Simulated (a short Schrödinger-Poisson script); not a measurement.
System: symmetric double-gate stack, SiO2 on p-type Si(100), at 400 K.

```
layer  material  thickness (nm)  Na (cm⁻³)
-----  --------  --------------  ---------
1          SiO2             3.4          -
2            Si              20       1e17
3          SiO2             3.4          -
```

Constants are typed, rounded textbook-type inputs, not results; the design itself was drawn at random and stands for no fabricated device. SiO2: permittivity 3.9, conduction-band edge (eV) 3.15, gap (eV) 9, electron mass (mₑ) 0.5. Si: permittivity 11.7, conduction-band edge (eV) 0, gap (eV) 1.124, Nv at 300 K (cm⁻³) 3.1e19.

Channel valleys (confinement mass, in-plane density-of-states mass, number): Δ2 0.916, 0.19, 2; Δ4 0.19, 0.417, 4. At the gates, both at one voltage, the conduction-band edge of layer 1 lies 3.6 eV − eVg above the Fermi level of the channel. Gaps are held at their typed values at every temperature. Mesh 0.03 nm at interfaces.

Solved with a short Schrödinger-Poisson script written for these runs: 1D Poisson equation in equilibrium, electrons quantum, Hartree (BenDaniel-Duke, 12 states a valley, the channel's in-plane mass for all, wave functions free to enter the dielectric), parabolic valleys, classical holes, full ionisation, no traps, pinning or gate leakage.

Only gate voltages with over 1e8 electrons/cm² are shown.

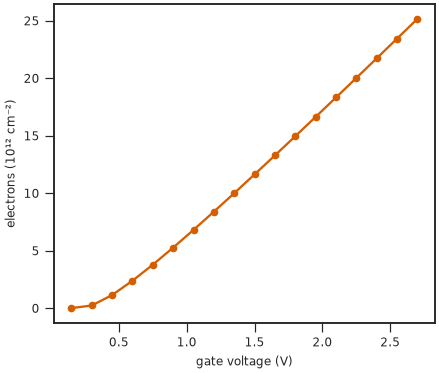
Figure: Sheet density against gate voltage

```tsv
Vg (V)	electrons (cm⁻²)	C (μF/cm²)	Δ2 E0 (meV)	Δ2 E1 (meV)	Δ4 E0 (meV)	Δ4 E1 (meV)
0.15	6.28e9	0.0290	324.0	325.8	327.7	340.1
0.3	2.35e11	0.632	199.2	200.0	203.7	214.6
0.45	1.14e12	1.21	140.1	140.2	152.3	158.6
0.6	2.39e12	1.43	107.3	107.3	128.8	132.0
0.75	3.78e12	1.55	84.7	84.7	113.9	115.5
0.9	5.27e12	1.62	67.7	67.7	102.9	103.8
1.05	6.81e12	1.67	54.0	54.0	94.3	94.9
1.2	8.39e12	1.71	42.6	42.6	87.4	87.8
1.35	1.00e13	1.73	32.9	32.9	81.5	81.8
1.5	1.16e13	1.76	24.2	24.2	76.5	76.7
1.65	1.33e13	1.77	16.5	16.5	72.1	72.3
1.8	1.50e13	1.79	9.5	9.5	68.2	68.3
1.95	1.66e13	1.80	3.1	3.1	64.6	64.7
2.1	1.83e13	1.81	-3.0	-3.0	61.3	61.4
2.25	2.00e13	1.82	-8.6	-8.6	58.3	58.3
2.4	2.17e13	1.83	-13.9	-13.9	55.4	55.5
2.55	2.34e13	1.83	-18.9	-18.9	52.7	52.8
2.7	2.52e13	1.84	-23.8	-23.8	50.2	50.2
```

Subbands count from the Fermi level. The capacitance is that of both gates.
